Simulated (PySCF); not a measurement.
```xyz
8

O     0.9134    1.2299   -0.8823
C     0.5657    0.3011   -0.2240
O     1.3388   -0.5781    0.3785
C    -0.9287   -0.0511    0.0508
F    -1.7492    0.8106   -0.5417
F    -1.2235   -1.2742   -0.4010
F    -1.1916   -0.0320    1.3613
H     2.2841   -0.3968    0.2339
```

Geometry: GFN2-xTB.

Level of theory: KT2/pcSseg-1, SCF density, in a chloroform solvent model, non-relativistic in PySCF 2.14.0.

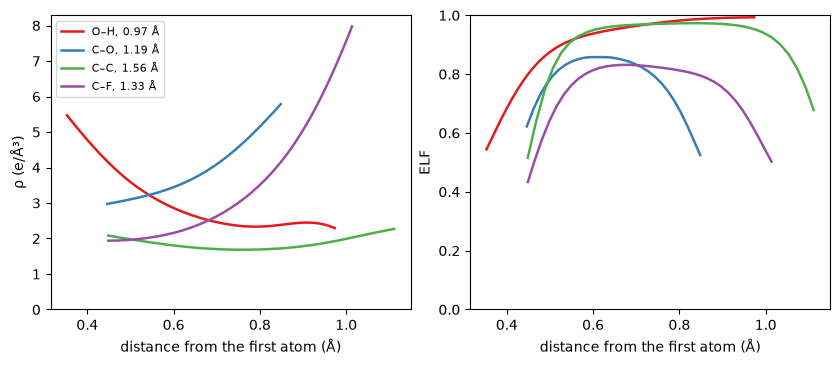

C$_{2}$HF$_{3}$O$_{2}$. Electron density and electron localisation function along straight lines between neighbouring atoms. The curves leave out the atomic cores.

Q: What kind of bonding do the profiles show?

A: O–H (0.97 Å): ρ at the midpoint is about 3.7 e/Å³; the ELF climbs to about 1 towards the hydrogen, as it does in any bond to H (an ordinary covalent bond to hydrogen).
C–O (1.19 Å): the density is about 3.4 e/Å³ at the midpoint; the ELF peaks at about 0.85 between the atoms; a multiple bond.
C–C (1.56 Å): ρ at the midpoint is about 1.7 e/Å³; the ELF peaks at about 1 between the atoms: localised, covalent bonding.
C–F (1.33 Å): the density is about 2.4 e/Å³ at the midpoint; the ELF peaks at about 0.85 between the atoms; a polar covalent bond.
